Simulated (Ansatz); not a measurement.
# ClGeH₅Si (built from SMILES [SiH3][GeH2][Cl]): molecular dynamics

Aim: follow the atoms for 80 steps of 0.75 fs with a Langevin thermostat, with velocities drawn for 700 K, and see to which side of the barrier the system falls.

The runs use Ansatz 0.2.0, Gaussian basis; SPW92/def2-SVP.

## (1) The system as given

The start, a first-order saddle point found at PBE0-D4 in triple zeta: 8 atoms, charge 0, spin multiplicity 1.

Atoms are counted from 1 here; the program's logs count them from 0.

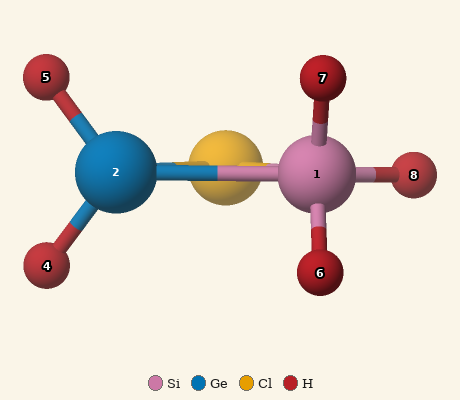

As it starts; silicon pink, germanium blue, chlorine amber, hydrogen red; atoms are numbered from 1 in the order of the file.

As a file:

```
Si   -0.1450    0.0487    1.1892
Ge   -0.0821    0.4165   -1.3711
Cl    0.8365   -1.4928   -0.2215
H    -0.9545   -0.3624   -2.4034
H     1.1759    0.7874   -2.2148
H    -1.6244    0.1580    1.2356
H     0.5909    1.3070    1.4666
H     0.2027   -0.8625    2.3194
```

## (2) The run

File md/in.yaml:

```yaml
crystal:
  periodic: [false, false, false]
  atoms:
    - {symbol: Si, position_ang: [-0.144986, 0.048720, 1.189211]}
    - {symbol: Ge, position_ang: [-0.082096, 0.416454, -1.371107]}
    - {symbol: Cl, position_ang: [0.836472, -1.492799, -0.221471]}
    - {symbol: H, position_ang: [-0.954498, -0.362403, -2.403441]}
    - {symbol: H, position_ang: [1.175907, 0.787367, -2.214828]}
    - {symbol: H, position_ang: [-1.624396, 0.158042, 1.235646]}
    - {symbol: H, position_ang: [0.590867, 1.307033, 1.466624]}
    - {symbol: H, position_ang: [0.202730, -0.862515, 2.319366]}
basis:
  gaussian: {orbitals: def2-SVP}
hamiltonian: {xc: lda}
md: {n_steps: 80, timestep: 0.75, temperature: 700, ensemble: nvt_langevin, seed: 575, friction: 0.01, initial_velocities: maxwell_boltzmann}
```

Run with:

```sh
$ ansatz run in.yaml --threads 4 --pin off --events-out ev --progress --plain --max-ram 9574MiB
```

Q: Predict the outcome of this session. Wanted: temperature at the start; mean temperature, second half; lowest and highest potential energy, from the first frame; largest change of potential + kinetic.

The runs gave:

```
                                                 quantity              value
                                                   length  80 steps, 60.0 fs
                                 temperature at the start              612 K
                            mean temperature, second half              611 K
lowest and highest potential energy, from the first frame   -248 and 390 meV
                    largest change of potential + kinetic          224.4 meV
```

By the last frame it has moved back towards the start side of the step. The thermostat trades energy with the molecule, so the sum of potential and kinetic energy isn't conserved: it changes by +28 meV over the run. The temperature runs between 397 and 884 K. Under Langevin the temperature counts 3N degrees of freedom, more than the drawn velocities fill, so it starts at 612 K, not 700 K.
